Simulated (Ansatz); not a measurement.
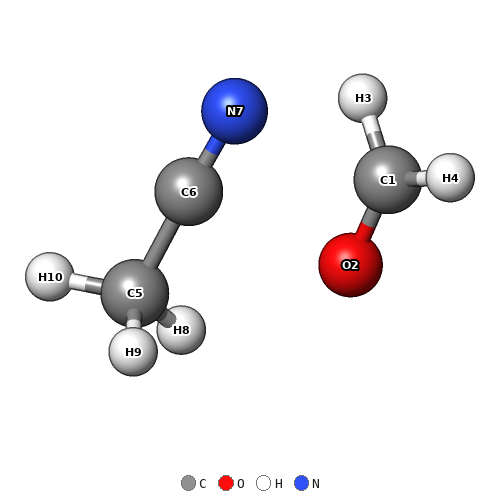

The system is the pair CH₂O···C₂H₃N; the picture shows the reference structure. Coordinates scanned: (1) separation of C6 and C1 along their line in the relaxed pair; (2) sideways slip of C1, O2, H3, H4. Nothing is relaxed (both partners rigid). The scan uses a 9 × 9 grid. Points are written as (first, second). All energies are given in eV relative to the two partners far apart, frozen as in the relaxed pair, each in its own basis (no counterpoise correction). These are results of RKS PBE0-D4/def2-SVPD in Ansatz 0.2.0, not measurements.

Its coordinates:

```xyz
10

C    -0.2414   -0.2484   -2.0396
O     0.2064   -1.2306   -1.5095
H    -1.3370   -0.0892   -2.1586
H     0.4147    0.5564   -2.4419
C     0.3397   -0.1993    1.6284
C    -0.1952    0.9077    0.8589
N    -0.6183    1.7629    0.2046
H     0.5372   -1.0387    0.9453
H     1.2764    0.0956    2.1198
H    -0.3823   -0.5163    2.3926
```

Range: separation of C6 and C1 along their line in the relaxed pair from 2.622 to 5.222 Å; sideways slip of C1, O2, H3, H4 from −2.20 to 2.20 Å.

### What will the energy surface look like?

The lowest grid point is at (2.995 Å, 0.00 Å), −0.225 eV from the two partners far apart, frozen as in the relaxed pair, each in its own basis (no counterpoise correction). The bottom of the well lies between grid points, at about (3.121 Å, 0.00 Å), about 0.0071 eV lower on the interpolated surface. No other kind of well shows on this grid. The highest grid point, (2.622 Å, 2.20 Å), lies 0.771 eV above the lowest. Round the minimum the valley is somewhat tilted: raising the first coordinate shifts the best value of the second coordinate upwards (coupling k₁₂/√(k₁₁k₂₂) about −0.2).

| second ↓, first → | 2.622 | 2.763 | 2.995 | 3.280 | 3.607 | 3.968 | 4.360 | 4.778 | 5.222 |
| --- | --- | --- | --- | --- | --- | --- | --- | --- | --- |
| 2.20 | 0.546 | 0.282 | 0.053 | −0.052 | −0.079 | −0.074 | −0.059 | −0.045 | −0.033 |
| 1.65 | 0.508 | 0.234 | −0.001 | −0.102 | −0.119 | −0.103 | −0.080 | −0.059 | −0.043 |
| 1.10 | 0.302 | 0.084 | −0.095 | −0.161 | −0.158 | −0.128 | −0.096 | −0.070 | −0.050 |
| 0.55 | 0.082 | −0.071 | −0.184 | −0.209 | −0.184 | −0.144 | −0.106 | −0.076 | −0.054 |
| 0.00 | −0.048 | −0.156 | −0.225 | −0.224 | −0.188 | −0.145 | −0.106 | −0.076 | −0.054 |
| −0.55 | −0.018 | −0.125 | −0.196 | −0.200 | −0.169 | −0.130 | −0.096 | −0.070 | −0.051 |
| −1.10 | 0.094 | −0.031 | −0.125 | −0.148 | −0.133 | −0.106 | −0.080 | −0.059 | −0.044 |
| −1.65 | 0.127 | 0.020 | −0.066 | −0.097 | −0.094 | −0.078 | −0.061 | −0.046 | −0.035 |
| −2.20 | 0.083 | 0.018 | −0.038 | −0.061 | −0.062 | −0.053 | −0.043 | −0.034 | −0.027 |

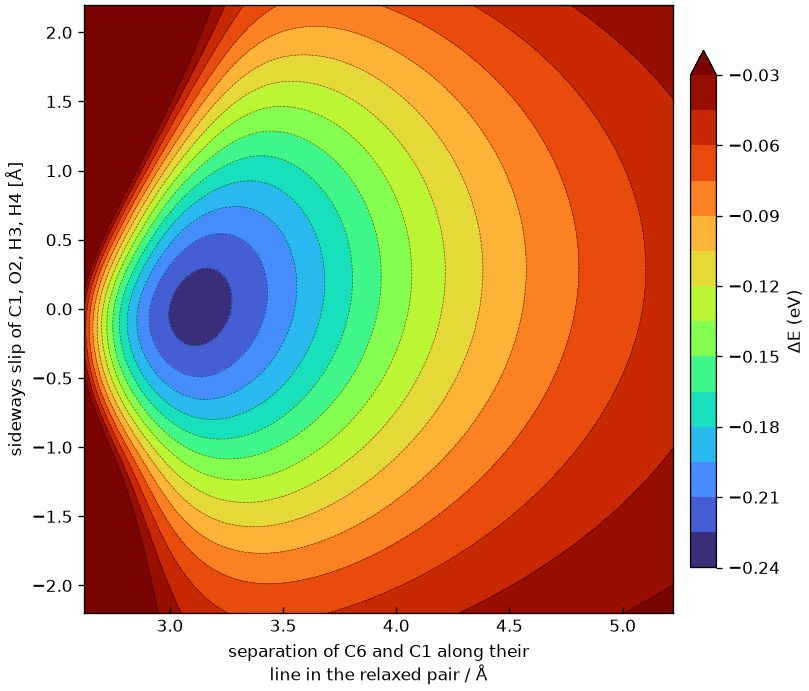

Drawn: filled contours, one colour for all values above the top of the scale. Between grid points the surface is interpolated.

Each point was launched as `ansatz run input.yaml --threads 1 --pin off --max-ram 2560MiB --backend cpu --events-out ev --progress --plain --runs-dir out`. The whole map (81 points run) took 9.7 min on 1 thread of Arm Neoverse V2, with other jobs on the host.
